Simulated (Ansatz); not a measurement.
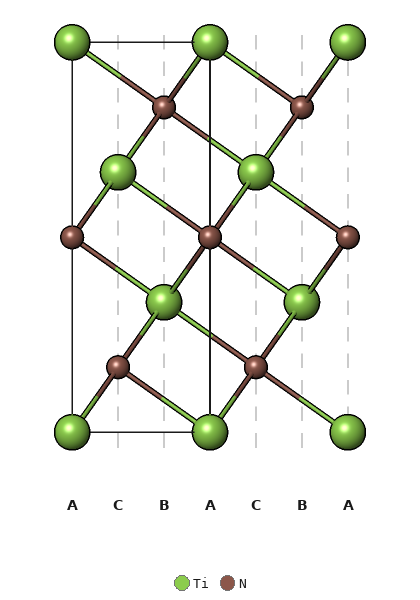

The picture looks along a close-packed row of the hexagonal mesh; [111] points upwards. The dashed lines mark the three columns A (0, 0), B (1/3, 2/3) and C (2/3, 1/3). The box is the hexagonal cell of the face-centred cubic lattice. The sequence starts with the first layer at or above the cell's origin.

TiN (space group Fm-3m, No. 225). Coordinates: the input geometry of an electronic-structure calculation (not necessarily at equilibrium).

**List the layers of one repeat.**

Ti(A) – N(C) – Ti(B) – N(A) – Ti(C) – N(B) (six layers in 7.35 Å).

**How are the N layers alone stacked?**

N layers alone: CAB, the cubic close-packed type.

**Which positions between or in the N layers do the other atoms fill?**

Ti: three octahedral sites, counted in one hexagonal cell.
